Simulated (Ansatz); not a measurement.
# Is the response still linear at 0.25 V/Å? Ti2CO2 MXene bilayer, AB

The dipole of a slab grows in proportion to a weak field along its normal. Does the weak-field slope carry to a strong field?

**Method.** Ansatz 0.2.0, plane waves with PAW datasets (its set soft_2), PBE-D4; atoms held at their relaxed places, 18 Å of vacuum, dipole correction, cell area 7.87 Å², 18×18 k-points, smearing 0.05 eV. Without field the slab has a gap of 0.30 eV.

```tsv
run	field (V/Å)	dipole (e·Å)
run 1	−0.03	−0.01549
run 2	0.00	0.00001
run 3	0.03	0.01549
run 4	0.25	?
```

Q: Estimate the withheld value from the rows shown.

A least-squares line through the 3 rows shown has slope 0.516333 and intercept 0.000003; no row lies more than 0.00001 e·Å off it. A perfect conductor with that slope would be 180.95 × 0.51633 / 7.87 = 11.87 Å thick. At 0.25 it gives 0.516333 × 0.25 + 0.000003 = 0.12909 e·Å, beyond the rows fitted. Rounding and scatter of the rows alone allow about ±0.00006 e·Å there.

The run itself gives 0.13121 e·Å: a miss of +0.00212 e·Å. That is 1.6 % of the induced dipole, a small departure from the straight line; meanwhile the gap has gone from 0.30 eV to 0.11 eV.

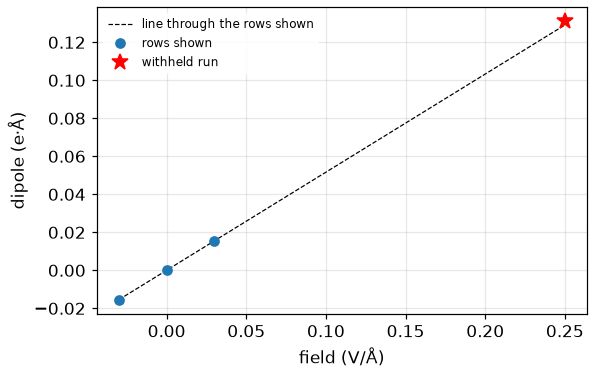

The fit and the withheld run.

**Limits.** Ions are held, so this is the electronic response. Of the series that stay linear within 1 %, this collection keeps about one in seven, and it keeps all that bend. With a small gap or none the response hangs on mesh and smearing, which were not varied here.

[Logs are printed without paths, hosts, clocks, repeated set-up lines and the standing remarks that a program may print on its own settings, such as how far it seeks lower states.]
